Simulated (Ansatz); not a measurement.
Electronic density of states of amorphous In24O38Hf, density 6.62 g/cm³, on a 2×2×2 Γ-centred mesh with a Gaussian width of 0.1 eV; energies count from the Fermi level, whose place inside the gap is arbitrary. Cell and mesh are small, so fine structure isn't converged. Method: PBE, scalar-relativistic without spin-orbit coupling (plane waves to 420 eV, PAW; Ansatz, an electronic-structure program). Sampling: a 2×2×2 Γ-centred mesh; Fermi-Dirac width 0.02 eV; no spin polarisation. At PBE the levels at the filled edge of the gap are localised (band-tail or defect states).

The cell was made by melting and quenching with the CHGNet potential and then relaxed with DFT. O atoms were pushed apart under 1.9 Å during the dynamics, to hinder bonds among them. The hot cell started wider than the set density and was brought back towards it in steps. It is the lowest in DFT energy of 2 quenches. It is a model cell: composition and starting density were chosen by hand, and all elements were melted together. No dispersion term was used. Its density started from a set value of 6.62 and ended at 6.62 g/cm³. The quench (nominally 220 K/ps over its main leg) was far faster than any real one, so the model tends to hold more defects than a real film. Values belong to this one cell and scatter from quench to quench. The volume was held where the preparation left it and the shape relaxed, at a PBE pressure of -0.6 GPa (tension). Stress components on the final sampling reach 0.7 GPa.

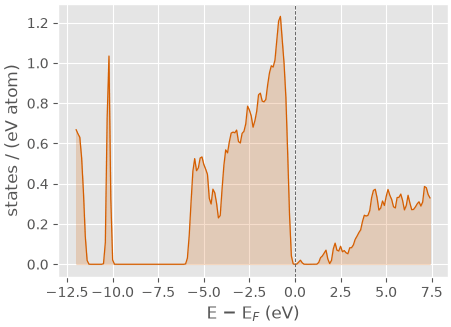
Figure: Density of states per atom

The level gap on this mesh is 0.59 eV; the broadening fills part of it in the curve.
